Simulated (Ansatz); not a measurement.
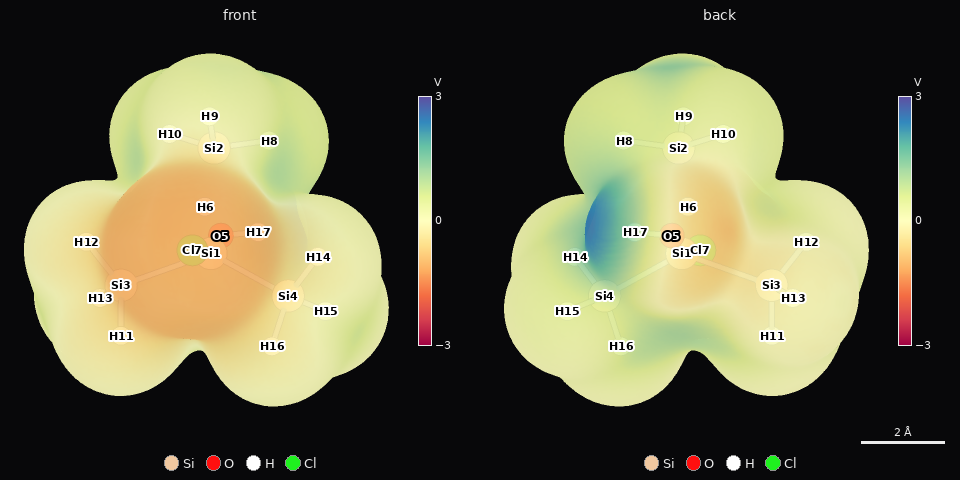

The picture shows: H$_{7}$OSi$_{3}$···H$_{3}$Si···H···Cl. The electrostatic potential painted on the density surface at 0.001 e/bohr³, seen from the front and from behind; the colour scale runs from red (negative) to blue (positive).

A transition-state structure; geometry: PBE0-D4/def2-TZVP.

Level of theory: Ansatz 0.2.0, RKS PBE0-D4/def2-TZVPP.

```yaml
atoms:
  - { symbol: Si, position_ang: [-0.4104, -0.2117, -0.2236] }
  - { symbol: Si, position_ang: [2.1412, -0.7108, -0.0435] }
  - { symbol: Si, position_ang: [-0.7924, 1.4512, -1.8118] }
  - { symbol: Si, position_ang: [-1.4184, -0.3380, 1.8778] }
  - { symbol: O, position_ang: [-0.4558, -1.6743, -1.0187] }
  - { symbol: H, position_ang: [1.0595, 0.5463, 0.4164] }
  - { symbol: Cl, position_ang: [0.4540, 2.0645, 1.0644] }
  - { symbol: H, position_ang: [1.9645, -2.0091, 0.6484] }
  - { symbol: H, position_ang: [3.2303, 0.0709, 0.5921] }
  - { symbol: H, position_ang: [2.3676, -0.8737, -1.4962] }
  - { symbol: H, position_ang: [-1.7455, 2.4353, -1.2485] }
  - { symbol: H, position_ang: [0.4987, 2.0868, -2.1702] }
  - { symbol: H, position_ang: [-1.3822, 0.8289, -3.0307] }
  - { symbol: H, position_ang: [-0.3794, -0.3954, 2.9341] }
  - { symbol: H, position_ang: [-2.2039, -1.6105, 1.9337] }
  - { symbol: H, position_ang: [-2.3418, 0.8050, 2.0656] }
  - { symbol: H, position_ang: [-0.5860, -2.4653, -0.4893] }
```

Where is the surface potential most negative and most positive?

Answer. The most negative region (about −1.1 V) lies over Cl7, the most positive (about +2.4 V) over H17.
